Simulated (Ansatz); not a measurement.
Molecular dynamics, with input and output: BSiNH₅F₃ (part 2 of 2)

The same run, continued: BSiNH₅F₃; RKS revPBE-d4/def2-SVP (Ansatz 0.2.0). The geometry comes from this level: PBE0-D4/def2-TZVP.

Geometry of the input (Å):
```
F  -1.5874  -1.5009  0.0550
B  -0.2218  -1.4451  -0.0196
F  0.3927  -1.3811  1.2122
F  0.3331  -2.3656  -0.8632
N  0.0997  0.0464  -0.7114
Si 0.1594  1.3567  0.5358
H  -0.6191  0.2085  -1.4123
H  0.9821  -0.0367  -1.2109
H  1.4666  1.2493  1.2088
H  0.0595  2.6422  -0.1995
H  -0.9993  1.1692  1.4254
```

Trajectory as extended XYZ, continued
```
11
Properties=species:S:1:pos:R:3:forces:R:3 step=3 time_fs=6.0 energy=-18266.54984 temperature=311.9
F    -1.6458   -1.5036    0.0558    1.1860   0.0222  -0.2461
B    -0.2281   -1.4214   -0.0602   -0.9400  -0.8288   1.2577
F     0.4170   -1.3707    1.2201   -0.3940   0.2354  -0.7039
F     0.3688   -2.3924   -0.8623   -0.3205   0.4920  -0.0253
N     0.0800    0.0506   -0.7188    0.1865  -0.2165  -0.3222
Si    0.1733    1.3616    0.5462    0.0687  -0.1532   0.5942
H    -0.6689    0.3226   -1.4145    1.2374  -0.6201   0.1498
H     1.0448   -0.1635   -1.0710   -0.8813   0.5689  -0.7148
H     1.5336    1.2302    1.2150   -0.4865   0.2306  -0.2160
H    -0.0589    2.6163   -0.2306    0.2694   0.2301  -0.0149
H    -1.0368    1.1370    1.3828    0.0743   0.0393   0.2414
11
Properties=species:S:1:pos:R:3:forces:R:3 step=6 time_fs=12.0 energy=-18266.45271 temperature=235.1
F    -1.6845   -1.5060    0.0524    1.7482  -0.0570  -0.2361
B    -0.2603   -1.4235   -0.0641   -0.0911  -1.1793   0.9729
F     0.4345   -1.3561    1.2165   -0.9064   0.2700  -1.0575
F     0.3985   -2.4106   -0.8620   -1.0395   1.1039   0.4342
N     0.0681    0.0480   -0.7215    0.8392  -0.3739  -0.5121
Si    0.1864    1.3633    0.5632   -1.9628   1.0076  -0.7351
H    -0.5240    0.3080   -1.5176   -0.5024  -0.0499   0.0172
H     0.9760   -0.1488   -1.1807    0.0830   0.1962   0.1605
H     1.5020    1.2776    1.1791    0.5727   0.0862   0.2959
H    -0.0928    2.7165   -0.2952    0.5043  -1.1987   0.8981
H    -1.0624    1.1170    1.4271    0.7548   0.1948  -0.2380
11
Properties=species:S:1:pos:R:3:forces:R:3 step=8 time_fs=16.0 energy=-18266.46106 temperature=239.0
F    -1.6931   -1.5081    0.0477    1.4714  -0.1811  -0.0982
B    -0.2855   -1.4454   -0.0484    0.9510  -0.6997   0.2377
F     0.4375   -1.3436    1.2037   -1.0594   0.1251  -0.7446
F     0.4086   -2.4123   -0.8578   -1.3232   0.9899   0.5607
N     0.0688    0.0417   -0.7278    0.4491   0.0099  -1.8711
Si    0.1838    1.3705    0.5707    0.8824  -0.9847  -0.3790
H    -0.4917    0.2779   -1.5920   -0.3928  -0.0755   1.1749
H     0.9578   -0.0989   -1.2652    0.0645  -0.0757   0.9271
H     1.5522    1.3296    1.1937   -0.2418  -0.0208  -0.0784
H    -0.0237    2.5819   -0.1848   -0.0380   1.0756  -0.5368
H    -0.9488    1.1375    1.4216   -0.7632  -0.1629   0.8076
11
Properties=species:S:1:pos:R:3:forces:R:3 step=11 time_fs=22.0 energy=-18266.62280 temperature=371.3
F    -1.6848   -1.5143    0.0395    0.8890  -0.3440   0.0576
B    -0.2963   -1.4935   -0.0210    1.3172   0.4239  -0.6366
F     0.4265   -1.3235    1.1748   -0.7089  -0.1659   0.3280
F     0.4040   -2.4010   -0.8434   -1.1286   0.2051   0.3214
N     0.0780    0.0325   -0.7589   -0.0214   0.5435   0.1220
Si    0.1871    1.3699    0.5798   -0.3962  -0.0364  -0.3712
H    -0.6166    0.2440   -1.5113    0.4736  -0.0121   0.3951
H     1.0191   -0.0569   -1.2049   -0.6073  -0.0745   0.0906
H     1.5571    1.3919    1.1907   -0.1006  -0.2484  -0.0705
H     0.0606    2.6994   -0.1805   -0.1565  -0.4418   0.2754
H    -0.9376    1.1361    1.5910    0.4397   0.1508  -0.5119
11
Properties=species:S:1:pos:R:3:forces:R:3 step=14 time_fs=28.0 energy=-18266.40210 temperature=208.2
F    -1.6596   -1.5267    0.0320    0.5810  -0.3744   0.0880
B    -0.2701   -1.5281   -0.0120   -0.2676   1.6145  -0.6746
F     0.4031   -1.3061    1.1522    0.1089  -0.2882   1.5866
F     0.3798   -2.3866   -0.8242   -0.0951  -1.0816  -0.6522
N     0.0842    0.0355   -0.7776   -0.2388   0.6591   3.0329
Si    0.1882    1.3650    0.5849   -0.2627   0.7063  -1.1213
H    -0.6785    0.2316   -1.3896   -0.5296   0.3040  -1.4568
H     1.0107   -0.0530   -1.1599    0.5347  -0.0423  -1.0902
H     1.5450    1.3760    1.1701    0.3309  -0.2474   0.0444
H     0.0806    2.7911   -0.1604   -0.1623  -1.2746   0.6080
H    -0.8538    1.1657    1.6525    0.0006   0.0246  -0.3647
11
Properties=species:S:1:pos:R:3:forces:R:3 step=17 time_fs=34.0 energy=-18266.47808 temperature=279.6
F    -1.6243   -1.5458    0.0261   -0.1602  -0.1862   0.0694
B    -0.2493   -1.5129   -0.0235   -0.7703   1.7300  -0.2401
F     0.3809   -1.2936    1.1569    0.4808  -0.2347   1.7240
F     0.3534   -2.3908   -0.8162    0.6327  -1.4322  -1.1761
N     0.0820    0.0565   -0.7530   -0.4286   0.4781  -1.3466
Si    0.1892    1.3638    0.5782    1.6190  -2.3829   0.6198
H    -0.6585    0.2522   -1.4844    0.5508  -0.1090   0.8324
H     0.9536   -0.0396   -1.3356   -0.4904   0.1580   0.7146
H     1.6036    1.2809    1.1507   -0.4720  -0.0227  -0.2498
H     0.0369    2.6078   -0.0126   -0.3643   2.2752  -1.2551
H    -0.7999    1.1937    1.6344   -0.5973  -0.2737   0.3076
11
Properties=species:S:1:pos:R:3:forces:R:3 step=19 time_fs=38.0 energy=-18266.55845 temperature=348.1
F    -1.6013   -1.5607    0.0228   -0.8532   0.0701   0.0478
B    -0.2482   -1.4720   -0.0365    0.1705   0.4881  -0.1524
F     0.3704   -1.2876    1.1776    0.3588  -0.1026   0.9925
F     0.3412   -2.4078   -0.8221    0.4513  -0.4199  -0.6209
N     0.0756    0.0773   -0.7437   -0.2142  -0.2264  -0.0500
Si    0.1994    1.3520    0.5747   -0.7916   0.7454   0.3249
H    -0.5891    0.2611   -1.4755   -1.6234   0.3527  -0.3335
H     0.8601   -0.0071   -1.3805    1.4098  -0.1201   0.2555
H     1.5738    1.2066    1.0970    0.2622   0.1297   0.0866
H    -0.0465    2.7586   -0.0738    0.2407  -0.8857   0.2695
H    -0.8777    1.1655    1.6780    0.5892  -0.0313  -0.8200
11
Properties=species:S:1:pos:R:3:forces:R:3 step=22 time_fs=44.0 energy=-18266.62131 temperature=392.8
F    -1.5802   -1.5815    0.0186   -1.0762   0.4971  -0.0040
B    -0.2390   -1.4034   -0.0593    0.8261  -1.4456   0.2671
F     0.3595   -1.2799    1.2215    0.0747   0.0971  -0.4020
F     0.3291   -2.4370   -0.8390    0.2197   1.1363   0.2275
N     0.0589    0.1048   -0.7488   -0.3825  -0.5624  -0.8922
Si    0.2074    1.3420    0.5723    0.1615   1.2001  -0.2449
H    -0.7248    0.3177   -1.4031    0.4451  -0.1877   0.1508
H     0.9347    0.0286   -1.3024   -0.3585   0.0375   0.0450
H     1.6094    1.1361    1.0454   -0.0468   0.3290   0.0707
H    -0.0963    2.7476   -0.0930    0.4665  -0.9830   0.4070
H    -0.8563    1.1124    1.5500   -0.3296  -0.1184   0.3749
11
Properties=species:S:1:pos:R:3:forces:R:3 step=25 time_fs=50.0 energy=-18266.33395 temperature=169.1
F    -1.5770   -1.5936    0.0142   -0.2066   0.7911  -0.0643
B    -0.2082   -1.3774   -0.0734   -0.4029  -2.0635   0.7606
F     0.3503   -1.2704    1.2592    0.0612   0.1434  -1.3126
F     0.3216   -2.4473   -0.8528    0.4303   1.5635   0.4986
N     0.0355    0.1176   -0.7687   -0.0392  -0.7207   0.1103
Si    0.2169    1.3404    0.5707    0.1785  -1.8028   1.5244
H    -0.8212    0.3403   -1.3375    1.1713  -0.3492  -0.1711
H     0.9676    0.0722   -1.2370   -0.9592   0.0459  -0.6295
H     1.6415    1.1684    1.0229   -0.2640   0.1970   0.0807
H    -0.0278    2.5695   -0.0548   -0.1890   2.0089  -0.9157
H    -0.9079    1.0245    1.5068    0.2196   0.1864   0.1186
11
Properties=species:S:1:pos:R:3:forces:R:3 step=28 time_fs=56.0 energy=-18266.41366 temperature=249.2
F    -1.5782   -1.5919    0.0088    0.1826   0.5924   0.0410
B    -0.1891   -1.4138   -0.0643   -1.3419  -0.9196   0.7338
F     0.3423   -1.2585    1.2744    0.1688  -0.0070  -1.4378
F     0.3221   -2.4305   -0.8582    0.7996   0.8127   0.3017
N     0.0154    0.1109   -0.7777    0.9530  -0.8176   0.6463
Si    0.2268    1.3271    0.5810   -1.2521   1.5640  -0.6403
H    -0.7349    0.2966   -1.4190   -1.2573   0.1747  -0.3863
H     0.8211    0.1171   -1.3996    0.7418  -0.1806  -0.1905
H     1.6212    1.2645    1.0361    0.3488  -0.1188   0.2415
H     0.0253    2.7831   -0.1838    0.1463  -1.5031   0.9081
H    -0.9181    0.9917    1.5268    0.5104   0.4030  -0.2174
11
Properties=species:S:1:pos:R:3:forces:R:3 step=31 time_fs=62.0 energy=-18266.53604 temperature=345.9
F    -1.5778   -1.5799    0.0042   -0.5401   0.0401   0.2477
B    -0.2090   -1.4782   -0.0322   -0.6585   0.9691   0.2886
F     0.3370   -1.2467    1.2643    0.1629  -0.3718  -0.8789
F     0.3371   -2.3992   -0.8584    0.9472  -0.3904  -0.0333
N     0.0104    0.0880   -0.7919    0.1054  -0.0388  -0.9181
Si    0.2269    1.3292    0.5843    1.3502  -0.7315  -0.5242
H    -0.7940    0.2497   -1.4429   -0.1198   0.0044   0.9670
H     0.7472    0.1090   -1.5305    0.3413  -0.1788   0.8070
H     1.6607    1.3236    1.1124   -0.5433  -0.3160  -0.1535
H     0.1130    2.6118   -0.0697   -0.3195   1.0861  -0.4880
H    -0.8230    1.0713    1.5323   -0.7258  -0.0723   0.6858
11
Properties=species:S:1:pos:R:3:forces:R:3 step=33 time_fs=66.0 energy=-18266.56297 temperature=375.5
F    -1.5820   -1.5706    0.0034   -1.2586  -0.2619   0.3345
B    -0.2359   -1.5087   -0.0047    0.5333   1.3737  -0.4577
F     0.3352   -1.2421    1.2479    0.1649  -0.5702  -0.2076
F     0.3567   -2.3805   -0.8584    0.6344  -0.6142   0.1395
N     0.0096    0.0710   -0.8125   -0.0784   0.3383   1.7801
Si    0.2338    1.3287    0.5823   -0.5147  -1.5553   0.5134
H    -0.8793    0.2195   -1.2921   -0.1762   0.1473  -0.3706
H     0.7713    0.0686   -1.4863    0.3162  -0.0320  -0.3705
H     1.6063    1.3084    1.1450    0.1998  -0.3409   0.0240
H     0.1256    2.6098   -0.0350   -0.3324   1.4255  -0.7242
H    -0.8662    1.1227    1.6411    0.5117   0.0896  -0.6610
11
Properties=species:S:1:pos:R:3:forces:R:3 step=36 time_fs=72.0 energy=-18266.32372 temperature=198.6
F    -1.6078   -1.5609    0.0073   -1.0394  -0.4765   0.3381
B    -0.2600   -1.5194    0.0203    1.0638   1.0811  -1.6897
F     0.3351   -1.2439    1.2217    0.2572  -0.6014   0.8811
F     0.3949   -2.3609   -0.8552   -0.0670  -0.4287   0.5442
N     0.0050    0.0541   -0.8125    0.0537   0.7060   2.5462
Si    0.2388    1.3184    0.5808    0.0329   1.3685  -1.2456
H    -0.9397    0.1990   -1.1575   -0.0840   0.1522  -1.1379
H     0.7897    0.0068   -1.4654   -0.3010   0.1066  -0.5282
H     1.5924    1.1970    1.2003    0.0808  -0.0476  -0.2123
H     0.0772    2.8295   -0.1043    0.2260  -1.6678   0.6563
H    -0.8102    1.2153    1.6321   -0.2228  -0.1923  -0.1521
11
Properties=species:S:1:pos:R:3:forces:R:3 step=39 time_fs=78.0 energy=-18266.54339 temperature=392.0
F    -1.6512   -1.5596    0.0172    0.6108  -0.4597   0.0772
B    -0.2548   -1.4942   -0.0043   -0.1962   0.9295  -1.0857
F     0.3394   -1.2566    1.2097    0.1251  -0.5034   0.8857
F     0.4332   -2.3491   -0.8430   -0.3828  -0.3222   0.2815
N    -0.0049    0.0538   -0.7625   -1.1435   0.3371  -1.6533
Si    0.2446    1.3207    0.5659    0.7401  -1.6434   0.6924
H    -0.9142    0.2132   -1.3037    1.0115  -0.0662   0.8575
H     0.6898   -0.0215   -1.5557   -0.2527   0.1594   1.0935
H     1.6036    1.0674    1.1881   -0.2912   0.2197  -0.3188
H     0.0916    2.6041   -0.0075    0.0798   1.6611  -0.9424
H    -0.8280    1.2471    1.5788   -0.3009  -0.3119   0.1124
11
Properties=species:S:1:pos:R:3:forces:R:3 step=42 time_fs=84.0 energy=-18266.55760 temperature=420.8
F    -1.6853   -1.5662    0.0285    1.6502  -0.1932  -0.3522
B    -0.2537   -1.4407   -0.0609   -0.7463  -0.0360   0.9380
F     0.3457   -1.2785    1.2123   -0.2928  -0.1569  -0.0786
F     0.4654   -2.3425   -0.8256   -0.6240   0.0855  -0.1375
N    -0.0347    0.0606   -0.7264   -0.0999  -0.2676  -0.9637
Si    0.2563    1.3106    0.5554   -1.3596   1.0716   0.4035
H    -0.8217    0.2515   -1.3358   -1.1954   0.2553   0.0283
H     0.6628   -0.0185   -1.4663    1.0618  -0.0681   0.0940
H     1.5698    0.9959    1.0916    0.6757   0.1211   0.2693
H     0.1508    2.7200   -0.1271    0.2188  -0.8915   0.3424
H    -0.9267    1.1869    1.5442    0.7114   0.0797  -0.5435
11
Properties=species:S:1:pos:R:3:forces:R:3 step=44 time_fs=88.0 energy=-18266.37013 temperature=285.3
F    -1.6927   -1.5731    0.0330    1.6729   0.0002  -0.5098
B    -0.2653   -1.4028   -0.0870   -0.4477  -1.1312   1.7147
F     0.3475   -1.2955    1.2145   -0.5051   0.1807  -0.4610
F     0.4812   -2.3377   -0.8146   -0.8811   0.5019  -0.2218
N    -0.0585    0.0630   -0.7197    0.1619   0.1162  -2.2917
Si    0.2573    1.3055    0.5531    0.9950   1.7181  -0.5284
H    -0.9091    0.3098   -1.3048    1.0272  -0.3450   0.4027
H     0.7967   -0.0214   -1.3469   -1.1378   0.1397   0.3658
H     1.6441    0.9755    1.0615   -0.3709   0.3349  -0.0322
H     0.2209    2.7814   -0.2168    0.0717  -1.6558   0.8539
H    -0.8809    1.1507    1.4310   -0.5860   0.1404   0.7077
11
Properties=species:S:1:pos:R:3:forces:R:3 step=47 time_fs=94.0 energy=-18266.27661 temperature=211.4
F    -1.6797   -1.5835    0.0323    0.8450   0.0088  -0.4238
B    -0.2922   -1.3780   -0.0813    0.5102  -1.7998   1.3651
F     0.3423   -1.3178    1.2110   -0.5687   0.5835  -0.3110
F     0.4913   -2.3220   -0.8013   -1.0887   0.7239  -0.2776
N    -0.0887    0.0668   -0.7370    0.2690   0.1534   0.5387
Si    0.2677    1.3118    0.5464   -0.5034  -2.0634   1.9126
H    -0.9140    0.3504   -1.2800    0.3819  -0.1718  -0.6355
H     0.8199   -0.0032   -1.1987   -0.1723  -0.0705  -1.2521
H     1.6530    1.0291    1.0139   -0.0623  -0.0494   0.2652
H     0.3381    2.5048   -0.1590   -0.1353   2.2952  -1.1817
H    -0.9464    1.1433    1.4406    0.5245   0.3900   0.0000
11
Properties=species:S:1:pos:R:3:forces:R:3 step=50 time_fs=100.0 energy=-18266.54012 temperature=442.3
F    -1.6516   -1.5945    0.0241   -0.5149  -0.3180  -0.0762
B    -0.3037   -1.4071   -0.0348    1.0992  -0.8880  -0.4235
F     0.3271   -1.3302    1.2031   -0.1824   0.7532   0.7782
F     0.4822   -2.2937   -0.7930   -0.7626   0.1137  -0.4568
N    -0.1065    0.0741   -0.7510    1.1095  -0.0225   0.1348
Si    0.2751    1.3056    0.5540   -0.2254   1.4079  -0.8691
H    -0.8151    0.3344   -1.4234   -1.0830   0.1820  -0.1345
H     0.7109   -0.0034   -1.3665    0.4679  -0.2281   0.0210
H     1.6463    1.0737    1.0525    0.1108  -0.2104   0.2519
H     0.4057    2.6568   -0.3056   -0.3606  -0.9650   0.8712
H    -0.9025    1.2526    1.4934    0.3416   0.1752  -0.0971
```

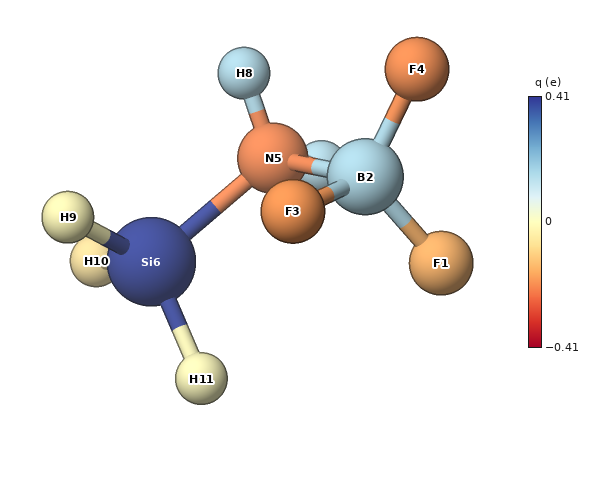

*Mulliken charges, as the colour of each atom (ball-and-stick view, seen at a tilt; atoms are numbered from 1 in the order of the input).*

By element: F −0.20 to −0.15, B +0.16, N −0.21, Si +0.39 and H −0.08 to +0.16 e.
